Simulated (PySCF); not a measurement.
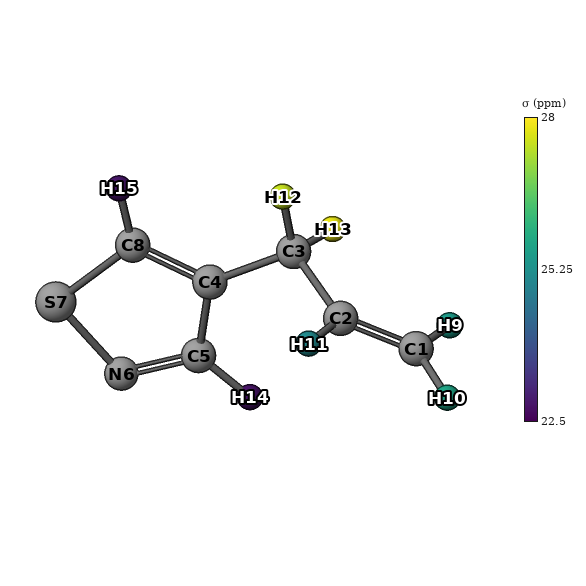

Atoms are coloured by their isotropic NMR shieldings (H only, the others grey). Computed geometry: PBE0-D3(BJ)/def2-SVP optimisation. No frequency run is at hand to confirm it as a minimum. Properties computed with GIAO PBE0/pcSseg-1 NMR shielding, non-relativistic, IEF-PCM tetrahydrofuran (PySCF 2.14.0).

Give the isotropic NMR shieldings of the H atoms atom by atom.

```csv
atom,σ (ppm)
H9,25.52
H10,25.71
H11,25.10
H12,27.53
H13,27.79
H14,22.79
H15,22.83
```
